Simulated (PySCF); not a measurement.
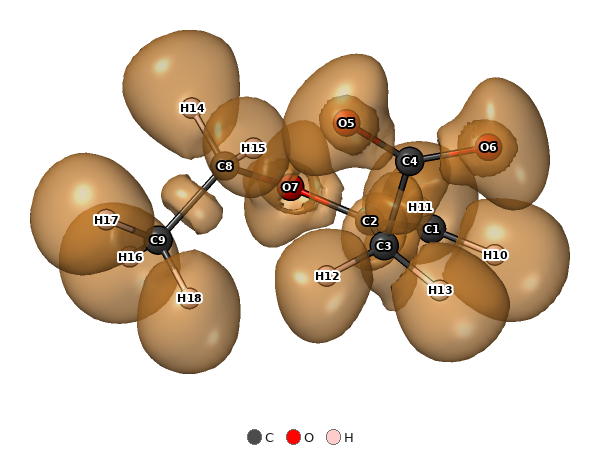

C6H9O3 (charge −1). Isosurface of the ELF at 0.75 (orange), seen from one side. Only the valence region is drawn (cores and ρ < 0.01 e/Å³ removed).

Geometry: GFN2-xTB.

Computed with PBE0/pcSseg-1, SCF density, gas phase, non-relativistic in PySCF 2.14.0.

```json
{"atom": "C", "x (Å)": "1.3239", "y (Å)": "-2.0744", "z (Å)": "-0.1852"}
{"atom": "C", "x (Å)": "0.6348", "y (Å)": "-0.9367", "z (Å)": "-0.0540"}
{"atom": "C", "x (Å)": "1.1365", "y (Å)": "0.2127", "z (Å)": "0.7304"}
{"atom": "C", "x (Å)": "1.8498", "y (Å)": "1.3261", "z (Å)": "-0.2207"}
{"atom": "O", "x (Å)": "1.0878", "y (Å)": "2.1946", "z (Å)": "-0.6592"}
{"atom": "O", "x (Å)": "3.0596", "y (Å)": "1.1842", "z (Å)": "-0.3628"}
{"atom": "O", "x (Å)": "-0.5819", "y (Å)": "-0.8937", "z (Å)": "-0.7035"}
{"atom": "C", "x (Å)": "-1.3065", "y (Å)": "0.3203", "z (Å)": "-0.7630"}
{"atom": "C", "x (Å)": "-2.3688", "y (Å)": "0.4016", "z (Å)": "0.3357"}
{"atom": "H", "x (Å)": "2.2773", "y (Å)": "-2.2011", "z (Å)": "0.2901"}
{"atom": "H", "x (Å)": "0.9590", "y (Å)": "-2.8776", "z (Å)": "-0.8020"}
{"atom": "H", "x (Å)": "0.3449", "y (Å)": "0.7217", "z (Å)": "1.2816"}
{"atom": "H", "x (Å)": "1.9033", "y (Å)": "-0.1333", "z (Å)": "1.4232"}
{"atom": "H", "x (Å)": "-1.8036", "y (Å)": "0.3094", "z (Å)": "-1.7414"}
{"atom": "H", "x (Å)": "-0.6359", "y (Å)": "1.1870", "z (Å)": "-0.7259"}
{"atom": "H", "x (Å)": "-3.0350", "y (Å)": "-0.4590", "z (Å)": "0.2824"}
{"atom": "H", "x (Å)": "-2.9514", "y (Å)": "1.3123", "z (Å)": "0.2152"}
{"atom": "H", "x (Å)": "-1.9024", "y (Å)": "0.4122", "z (Å)": "1.3183"}
```

Question: What do the ELF domains correspond to?

Answer: At this value the surface marks out four regions between bonded C–C atoms (shared pairs), nine regions around hydrogen nuclei and three regions on O in which the atom's valence shell and bonds are merged. Profiles from the grid: C–O (1.23 Å): the ELF peaks at about 0.85 between the atoms; a multiple bond. C–C (1.34 Å): the ELF peaks at about 0.95 between the atoms: a short, multiple covalent bond.
